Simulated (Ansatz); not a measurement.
Consider Sn₄H.

Input file:

```
crystal:
  lattice:
    - [-2.2343157844, 2.2343157844, 6.1303000677]
    - [2.2343157844, -2.2343157844, 6.1303000677]
    - [2.2343157844, 2.2343157844, -6.1303000677]
  atoms:
    - { symbol: Sn, position: [0.75, 0.25, 0.5] }
    - { symbol: Sn, position: [0.25, 0.75, 0.5] }
    - { symbol: Sn, position: [0.5, 0.0, 0.5] }
    - { symbol: Sn, position: [0.0, 0.5, 0.5] }
    - { symbol: H, position: [0.0, 0.0, 0.0] }
basis:
  ecutwfc: 420
kpoints:
  mp_grid: { grid: [10, 10, 10] }
hamiltonian:
  xc: pbe
scf:
  occupations: { method: gaussian, width: 0.1 }
output:
  forces: true
  stress: true
  eigenvalues: true
  write_density: true
  write_potential: true
  elf: true
  volumetric_format: npy
relax:
  adjacent_minimum: "off"
  f_tol: 0.01
  max_steps: 80
  cell: { stress_tol: 0.05 }
```

Run with:

```sh
ansatz run input.yaml --threads 1 --pin off --max-ram 2560MiB --backend cpu --events-out ev --progress --plain --runs-dir out
```

Below, planes, directions and counts refer to the conventional cell (a = 4.49 Å, b = 4.49 Å, c = 12.25 Å, α = 90.00°, β = 90.00°, γ = 90.00°).

The fields are those of the run's last geometry, not of the input's.

Space group I4/mmm; a generated structure, not necessarily the stable one; computed without spin polarisation.

Theory: Ansatz, DFT PBE, scalar-relativistic, plane waves, PAW.

Q: Predict the valence pseudo-density and electron localisation function between the atoms.

A: Sn–H (2.24 Å): the density is about 0.36 e/Å³ at the midpoint; the ELF climbs to about 1 towards the hydrogen.

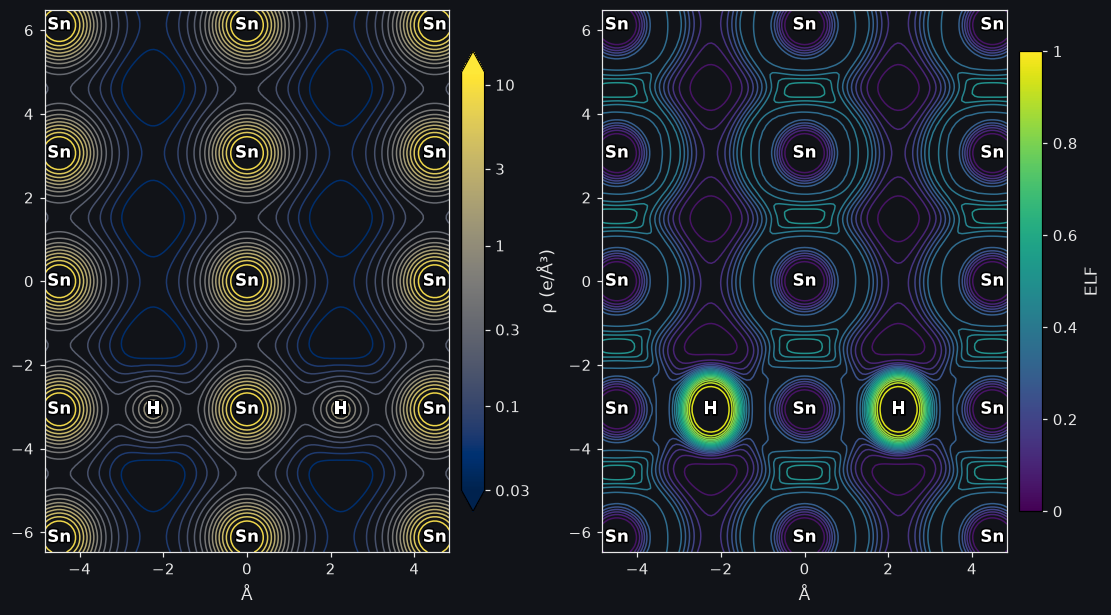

Computed valence pseudo-density and electron localisation function on the (100) plane of the conventional cell, in this order. 

The density is the valence pseudo-density of a PAW calculation; it isn't the true density close to the nuclei.
